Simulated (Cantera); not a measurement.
Charge: 1 mol CH4, a varied amount of H2O, 88 mol H2, held at 1575 °C and 0.140 bar.

Method: chemical equilibrium by Gibbs-energy minimisation in Cantera with the NASA 1993 tables (ideal gas, pure condensed phases). Candidate condensed phases: C, C6H6, C7H8, C8H18, H2O; 110 gas species. The numbers say what is thermodynamically allowed, not how fast it happens.

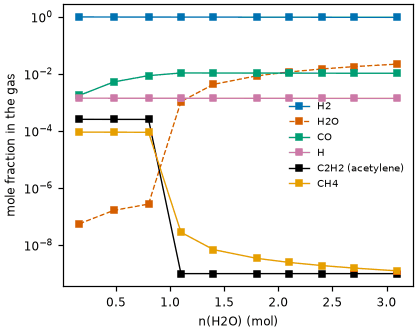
Figure: Equilibrium gas composition (values under 1e-9 drawn at 1e-9)

Task: Read off the mole fractions at 2.1 mol H2O.

Result: H2 about 0.98, H2O about 0.012, CO about 0.011, H about 0.0014.
